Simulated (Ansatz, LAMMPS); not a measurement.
# Amorphous carbon at 2.81 g/cm^3 (96 atoms), relaxed: mesh and functional compared

Which bonds does the relaxation leave, and how do the Kohn-Sham gap, forces and pressure change with k-mesh and functional?

Calculated with Ansatz 0.2.0: Kohn-Sham DFT, PBE, PAW (set soft_2), plane waves; cutoff 420 eV, Γ point, fermi-dirac smearing of 0.025 eV.

In doubt: the hybrid run may have settled on a false gap or state (Ansatz), so the values of those runs are not to be relied on; a hybrid run on one k-point (Ansatz), which bears on gaps.

**The cell**

Density at the start: 2.81 g/cm³. The cell holds 96 atoms: 96 C. Cell: a = 8.802 Å, b = 8.802 Å, c = 8.802 Å, α = 90.0°, β = 90.0°, γ = 90.0°. 96 atoms (96 C) placed at random at 2.81 g/cm³, melted at 6000 K for 10 ps at fixed volume with the LCBOP (Los and Fasolino, Phys. Rev. B 68, 024107 (2003)). Quenched from 6000 K to 300 K at 200 K/ps and fixed volume, held 5 ps, then minimised at fixed cell.

The atoms were relaxed with PBE. The walk converged after 37 steps, with a largest force component of 0.0202 eV/Å; it began at an r.m.s. force component of 1.2 eV/Å. The energy fell by 94.2 meV an atom.

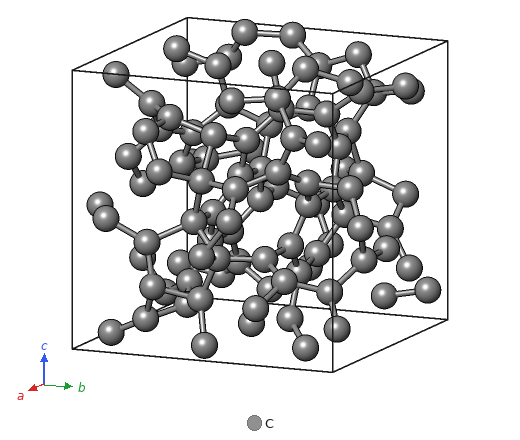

The relaxed cell. Some periodic images of atoms are drawn too.

The input of the reference single point:

```yaml
crystal:
  lattice:
    - [8.8017, 0.0, 0.0]
    - [0.0, 8.8017, 0.0]
    - [0.0, 0.0, 8.8017]
  atoms:
    - { symbol: C, position: [0.02303, 0.41451, 0.9758] }
    - { symbol: C, position: [0.26303, 0.39693, 0.43306] }
    - { symbol: C, position: [0.6692, 0.7598, 0.59643] }
    - { symbol: C, position: [0.33095, 0.64508, 0.27033] }
    [... 90 atom lines left out ...]
    - { symbol: C, position: [0.87548, 0.45289, 0.02773] }
    - { symbol: C, position: [0.21107, 0.87286, 0.3565] }
kpoints:
  mp_grid: { grid: [1, 1, 1] }
hamiltonian:
  xc: pbe
scf:
  occupations: { method: fermi_dirac, width: 0.025 }
output:
  forces: true
  stress: true
  populations: true
  dos:
    method: { smearing: { sigma: 0.08 } }
    de: 0.05
    projected: { site_lists: { C: [C] } }
  eigenvalues: true
  write_density: true
  write_potential: true
  volumetric_format: npy
```

**Bonds after relaxation**

Bonds by pair of elements; cutoffs follow the first minimum of g(r), held within bounds set by covalent radii, and pairs that aren't listed don't count as bonded:

```tsv
pair A-B	cutoff (Å)	bonds	mean length (Å)	spread (Å)	shortest (Å)	B about A	A about B
C-C	1.85	148	1.44	0.066	1.31	3.08	3.08
```

How many atoms have how many bonded neighbours:

```tsv
element	mean	2	3	4
C	3.08	1	86	9
```

**Levels of theory**

Single points at the relaxed geometry:

| functional | k-mesh | Kohn-Sham gap (eV) | pressure (GPa) | r.m.s. force component (eV/Å) | SCF cycles | time |
| --- | --- | --- | --- | --- | --- | --- |
| PBE | 1×1×1 | 0.288 | 22.02 | 0.005 | 8 | 6.9 s |
| PBE | 2×2×2 | 0.037 † | 21.99 | 0.201 | 9 | 61 s |
| r2SCAN | 1×1×1 | 0.332 | 18.16 | 0.106 | 12 | 26 s |
| PBEsol | 1×1×1 | 0.285 | 17.37 | 0.042 | 8 | 6.6 s |

The gap is that between the highest filled and lowest empty Kohn-Sham level on the run's k-points; † or a dash marks runs with no clear gap, where levels at the Fermi energy are far from full or empty or nearly touch. Cutoffs: 420 eV for PBE and PBEsol; 500 eV for r2SCAN. Times come from shared hosts and are rough.

**Findings**

By these cutoffs 90 % of C atoms have 3 neighbours. The Kohn-Sham gap is 0.29 eV with PBE on the 1×1×1 mesh, and the denser mesh shows no clear gap. On the reference's mesh the gap changes with r2SCAN by +0.04 eV and PBEsol by under 0.01 eV. Against the reference the pressure changes with r2SCAN by -3.9 GPa and PBEsol by -4.7 GPa; a negative change means a smaller volume than PBE would take. The denser mesh moves the energy by +4.8 meV/atom and the pressure by -0.04 GPa. On it the r.m.s. force component is 0.201 eV/Å against 0.005, so the geometry is at rest on the reference mesh alone.

Limits: 1 converged run is left out of the tables as doubtful: HSE06 on 1×1×1 (the hybrid may have settled on a false gap or state). All single points share the geometry relaxed with PBE. The density was set when the cell was made, as one point of a scan, and needn't be that of the real material. One sample; tail or defect levels can set the gap of a disordered cell. The quench rate of 200 K/ps is many orders above laboratory rates, so the cell is likely richer in defects and strain than a real sample. The network of bonds at the start is that of the classical potential that made the cell, and needn't be the one that DFT or experiment would give.

[Logs are printed without paths, hosts, clocks, repeated set-up lines and the standing remarks that a program may print on its own settings, such as how far it seeks lower states.]

[Hosts, paths, dates, database ids (printed as entryN), source tags and the programs' standing remarks are cut or masked in the printed files.]
